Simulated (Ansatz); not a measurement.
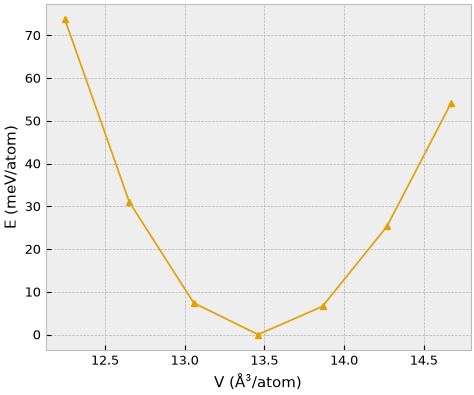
Fig. 1. LuN (rock salt, Fm-3m) under volume change, HSE06 in the plane-wave PAW code Ansatz, scaled uniformly.

Question: What does a third-order Birch–Murnaghan fit give for V₀, B₀ and B′?

Answer: V₀ = 13.46 Å³/atom, B₀ = 184 GPa, B′ = 4.1.

The workflow started from a Materials Project entry (that database holds measured and hypothetical structures alike); the Crystallography Open Database files this formula in space group No. 225, but the cells were not matched. Whether it is the stable phase at ambient conditions was not checked. Symmetry was held in the HSE06 relaxation; whether a distortion lowers the energy is not shown. Spin–orbit coupling is left out wherever it is not named.

Potentials: the later of the program's two PAW sets.
